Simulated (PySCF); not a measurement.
SMILES CC(=O)c1ccc(O)cc1 (C₈H₈O₂) at its GFN2-xTB optimised geometry (Å):

```
18

C     -2.5094    -1.9087    -0.0098
C     -0.9991    -1.9258    -0.0013
O     -0.3797    -2.9681     0.0039
C     -0.3082    -0.6157     0.0000
C     -0.9739     0.6115     0.0008
C     -0.2675     1.7943     0.0012
C      1.1268     1.7812     0.0004
O      1.7778     2.9681     0.0000
C      1.8010     0.5629     0.0000
C      1.0881    -0.6157     0.0000
H     -2.8772    -2.9316    -0.0154
H     -2.8737    -1.3907    -0.8941
H     -2.8831    -1.3975     0.8746
H     -2.0515     0.6525     0.0017
H     -0.7726     2.7472     0.0020
H      2.7326     2.8247    -0.0008
H      2.8831     0.5475    -0.0004
H      1.5981    -1.5674    -0.0003
```

Method: CAM-B3LYP/def2-SVP run with PySCF 2.14.0. Cells within 0.4 Å of a nucleus heavier than hydrogen are left out (blank, or x).

Map of the electron localisation function on the plane z = 0.0 Å:

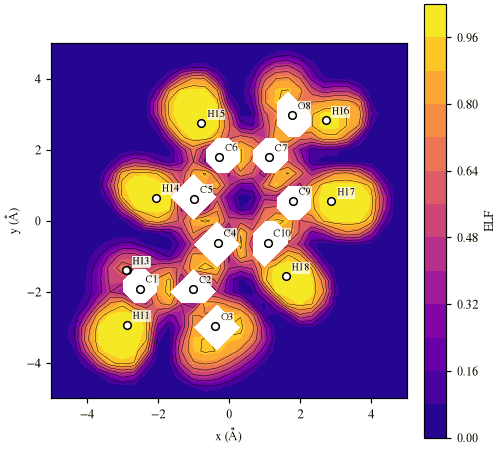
Fig. 1. Electron localisation function on the plane z = 0.0 Å.
